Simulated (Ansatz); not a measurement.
# TaN (P6/mmm): relaxations under a series of pressures, by script

How does TaN (P6/mmm) give way under pressure? A script is to give relaxations under a series of pressures; the system is TaN (P6/mmm).

Program: Ansatz 0.2.0, driven from Python. Level of theory: DFT PBEsol+D3(BJ) with three-body term, plane waves, PAW. These are calculated values, not measurements.

## (1) The system

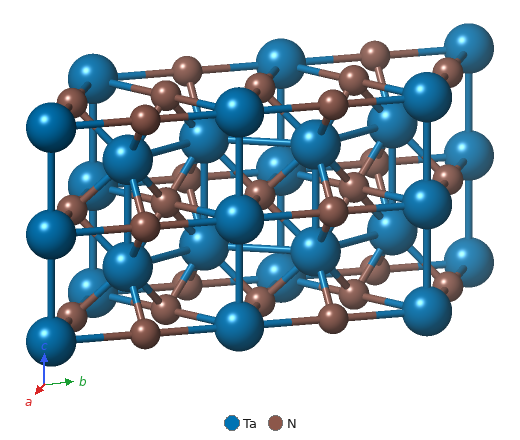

The structure that the script starts from, seen slightly off an axis (tantalum blue, nitrogen brown). 1×2×2 cells are drawn. Atoms on cell faces are repeated.

The script holds or builds the structure itself.

## (2) The script

tan.py reads:

```python
"""Volume and enthalpy of TaN against pressure."""

import argparse

import ansatz
import numpy as np
import pandas as pd

parser = argparse.ArgumentParser(description="Volume and enthalpy of TaN against pressure.")
parser.add_argument("--xc", default="pbesol", help="exchange-correlation functional")
parser.add_argument("--vdw", required=True, help="dispersion correction")
parser.add_argument("--mesh", type=int, nargs=3, default=[5, 5, 7], help="k-point sampling")
parser.add_argument("--occupations", required=True, help="how the bands are filled")
parser.add_argument("--smearing-width", type=float, default=0.15, help="smearing width (eV)")
parser.add_argument("--scf-tol", type=float, required=True, help="SCF tolerance (eV)")
args = parser.parse_args()

def edges_and_angles(cell):
    cell = np.asarray(cell)
    a, b, c = np.linalg.norm(cell, axis=1)
    cosines = cell[1] @ cell[2] / (b * c), cell[0] @ cell[2] / (a * c), cell[0] @ cell[1] / (a * b)
    return (a, b, c, *np.degrees(np.arccos(cosines)))


def main() -> None:
    vectors = np.array([
        [5.191, 0.0, 0.0],
        [-2.5955, 4.49553787, 0.0],
        [0.0, 0.0, 2.908],
    ])
    cell = (
        ansatz.Lattice.of(vectors)
        .atom("Ta", [0.0, 0.0, 0.0])
        .atom("Ta", [1 / 3, 2 / 3, 0.5])
        .atom("Ta", [2 / 3, 1 / 3, 0.5])
        .atom("N", [0.5, 0.0, 0.0])
        .atom("N", [0.5, 0.5, 0.0])
        .atom("N", [0.0, 0.5, 0.0])
    )

    base = (
        cell.calculation()
        .functional(args.xc, dispersion=args.vdw)
        .kpoints(mesh=args.mesh)
        .occupations(args.occupations, width=args.smearing_width)
        .scf(tolerance=args.scf_tol)
    )

    # H = F + PV, with 1 GPa A^3 = 1/160.21766 eV
    rows = []
    for pressure in [0, 2, 4, 6, 8]:
        res = base.relax(cell=True, pressure=pressure, force_tolerance=0.03).run(threads=1)
        cell = res.lattice.cell_ang
        n_atoms = len(res.lattice.sites)
        volume = abs(np.linalg.det(cell)) / n_atoms
        enthalpy = res.report["free_energy_ev"] / n_atoms + pressure * volume / 160.21766
        rows.append((pressure, volume, enthalpy, *edges_and_angles(cell)))
        print(f"{pressure} GPa done: {volume:.4f} A^3/atom")

    table = pd.DataFrame(rows, columns=["P_GPa", "V_A3_atom", "H_eV_atom", "a", "b", "c", "alpha", "beta", "gamma"])
    print(table.round(4).to_string(index=False))
    p, v = np.array([row[0] for row in rows], float), np.array([row[1] for row in rows])
    print("mean bulk modulus between rows (GPa):", np.round(-np.diff(p) / np.diff(np.log(v)), 1))


if __name__ == "__main__":
    main()
```

## (3) The run

On the command line:

```bash
python tan.py --vdw d3bjatm --occupations Methfessel-Paxton --scf-tol 1e-09
```

Log:

```text
DeckWarning: basis.ecutwfc = 420 eV, auto-derived from the records' recommended cutoffs: set by Ta (normal level)
DeckWarning: relax.cell: scf.convergence.dr2_threshold = 1e-9 eV is looser than the 6e-10 eV advised for a relaxation that steers and ends on the stress (1e-10 eV for each atom of the cell: 6). What an SCF threshold leaves in a stress goes as its square root, and in the free energy as the threshold itself, and one threshold admits the most on a small cell: of the crystals measured, under no hybrid functional and no lock of the moments, on runs that ended without the residual-converged pass, on stresses that held no estimate of that error, the worst erred by over 100 MPa in a component at 1e-7 eV an atom and by under 5 at 1e-10. Set scf.convergence.dr2_threshold to 6e-10 eV or tighter. The [...]
0 GPa done: 11.1831 A^3/atom
2 GPa done: 11.1123 A^3/atom
4 GPa done: 11.0437 A^3/atom
6 GPa done: 10.9773 A^3/atom
8 GPa done: 10.9127 A^3/atom
 P_GPa  V_A3_atom  H_eV_atom      a      b      c  alpha  beta  gamma
     0    11.1831 -5093.7742 5.1789 5.1789 2.8887   90.0  90.0  120.0
     2    11.1123 -5093.6350 5.1650 5.1650 2.8859   90.0  90.0  120.0
     4    11.0437 -5093.4967 5.1514 5.1514 2.8833   90.0  90.0  120.0
     6    10.9773 -5093.3593 5.1382 5.1382 2.8807   90.0  90.0  120.0
     8    10.9127 -5093.2227 5.1253 5.1253 2.8782   90.0  90.0  120.0
mean bulk modulus between rows (GPa): [315.  323.3 331.3 339.3]
```

(Warnings from the package without file and line, shortened.)

Run time: 1.9 min. Hardware: 1 thread of Arm Neoverse V2, shared host; peak memory 0.47 GiB.

## (4) The engine's runs

The 5 runs, in the order started:

```
run  pressure asked (GPa)  energy from run 1 (meV/atom)  final volume (Å³/atom)  pressure (GPa)  SCF cycles in all  CPU time (s)
  1                     0                          0.00                   11.18            0.00                 41            23
  2                     2                          0.45                   11.11            2.00                 39            20
  3                     4                          1.72                   11.04            4.00                 45            24
  4                     6                          3.78                   10.98            6.00                 46            24
  5                     8                          6.59                   10.91            8.00                 48            25
```

Energies are free energies F = E - TS of the smeared occupations. 

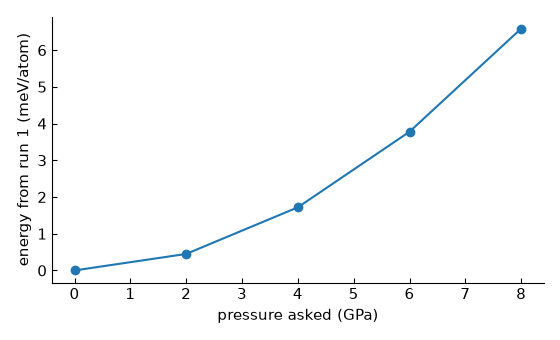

Energy against pressure asked; lines join the points.

## (5) Path of the relaxation of run 1

Step by step:

| step | E - E(step 1) (eV/cell) | largest force component (eV/Å) | pressure (GPa) | volume (Å³) |
| --- | --- | --- | --- | --- |
| 1 | 0.0000 | 0.0000 | -4.05 | 67.86 |
| 2 | -0.0129 | 0.0000 | 1.52 | 66.85 |
| 3 | -0.0139 | 0.0000 | 0.01 | 67.10 |
| 4 | -0.0139 | 0.0000 | -0.04 | 67.12 |
| 5 | -0.0139 | 0.0000 | 0.00 | 67.11 |
| 6 | -0.0118 | 0.0000 | -0.05 | 67.11 |
| 7 | -0.0119 | 0.0000 | 0.00 | 67.10 |
| 8 | -0.0118 | 0.0000 | 0.00 | 67.10 |

Step 1 is the start. Steps 6, 8 each repeat the geometry before them on a plane-wave basis chosen anew, so the energy can jump there without any move.

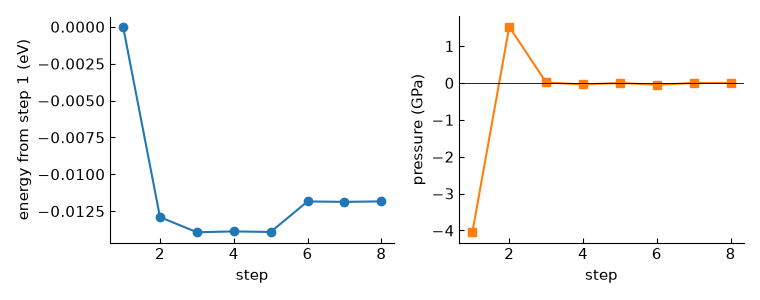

Energy and pressure along the relaxation.

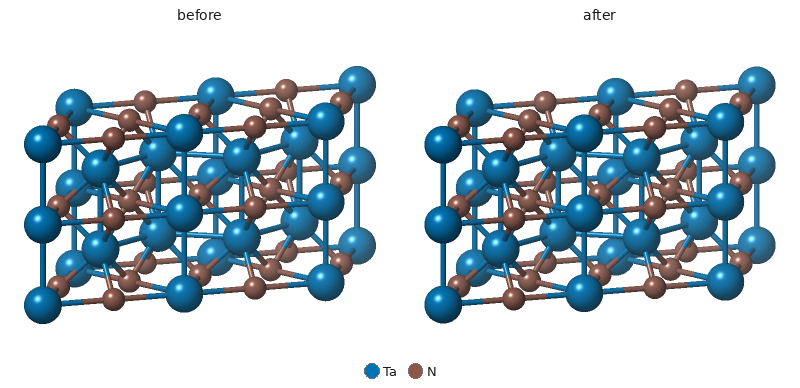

Before and after, at one scale. The change is too small to see at this scale.

«Before» is this run's own start.

|  | before | after | change |
| --- | --- | --- | --- |
| a (Å) | 5.191 | 5.179 | -0.2 % |
| b (Å) | 5.191 | 5.179 | -0.2 % |
| c (Å) | 2.908 | 2.889 | -0.7 % |
| volume (Å³/atom) | 11.31 | 11.18 | -1.1 % |
| shortest distance (Å) | 2.088 | 2.079 | -0.4 % |
| space group (0.01 Å) | P6/mmm | P6/mmm | same |

Forces and stress were held to the start's 24 operations: a distortion of lower symmetry was not tested.

## (6) The relaxation of run 5, step by step

The steps of the relaxation:

| step | energy from step 1 (eV/cell) | largest force component (eV/Å) | pressure (GPa) | volume (Å³) |
| --- | --- | --- | --- | --- |
| 1 | 0.0000 | 0.0000 | -4.05 | 67.86 |
| 2 | 0.1106 | 0.0000 | 14.83 | 64.21 |
| 3 | 0.0172 | 0.0000 | 7.76 | 65.58 |
| 4 | 0.0202 | 0.0000 | 7.95 | 65.51 |
| 5 | 0.0204 | 0.0000 | 8.00 | 65.51 |
| 6 | 0.0262 | 0.0000 | 7.85 | 65.51 |
| 7 | 0.0276 | 0.0000 | 8.00 | 65.48 |
| 8 | 0.0277 | 0.0000 | 8.00 | 65.48 |

Step 1 is the start. Steps 6, 8 each repeat the geometry before them on a plane-wave basis chosen anew, so the energy can jump there without any move.

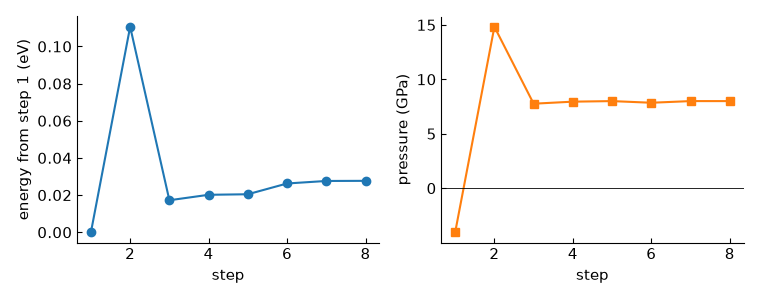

Energy and pressure along the relaxation.

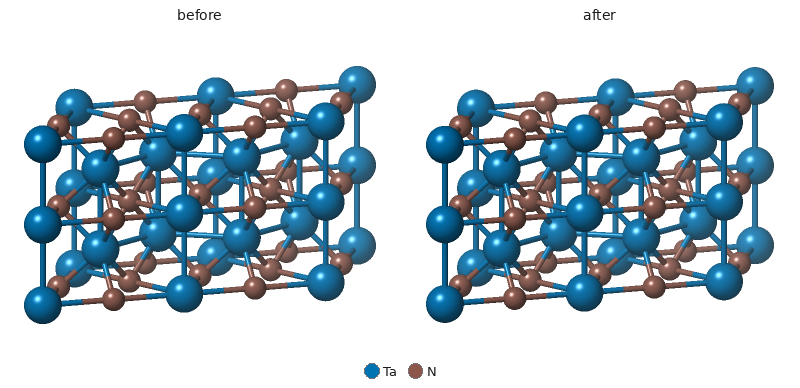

Before and after, at one scale. The change is too small to see at this scale.

«Before» is this run's own start.

|  | before | after | change |
| --- | --- | --- | --- |
| a (Å) | 5.191 | 5.125 | -1.3 % |
| b (Å) | 5.191 | 5.125 | -1.3 % |
| c (Å) | 2.908 | 2.878 | -1.0 % |
| volume (Å³/atom) | 11.31 | 10.91 | -3.5 % |
| shortest distance (Å) | 2.088 | 2.064 | -1.1 % |
| space group (0.01 Å) | P6/mmm | P6/mmm | same |

The run keeps the 24 symmetry operations of the start, so it could not have lowered the symmetry.

Under a set pressure the enthalpy E + pV is minimised, so E itself may rise.

## (7) Outcome

| quantity | value |
| --- | --- |
| bulk modulus between neighbouring pressures | 315 to 339.3 GPa |
| runs compared | 5 |
| range of energy | 6.59 meV/atom |

What this shows: The crystal stiffens as it is compressed. The volume falls from 11.18 Å³ an atom at 0 GPa to 10.91 at 8 GPa, by 2.4 %. Between 0 and 2 GPa, -V dP/dV is about 315 GPa, a mean over that step. In run 1, the volume shrank by 1.1 % over 5 moves, and the space group stayed P6/mmm. In run 5, the volume shrank by 3.5 % over 5 moves under the 8 GPa asked, and the space group stayed P6/mmm. What to keep in mind:
- Spin is left out of this run.
- At a fixed pressure a relaxation lowers the enthalpy F + PV, while F alone can rise.
- For a metal this k-point mesh is coarse: on a finer one energies can move by several to tens of meV an atom and pressures by half a GPa or more, differences at one mesh by less.
- Spin-orbit coupling, which matters for elements this heavy, is left out.
- Symmetry holds the cell in this phase, so another phase that may be stable under pressure is not reached.
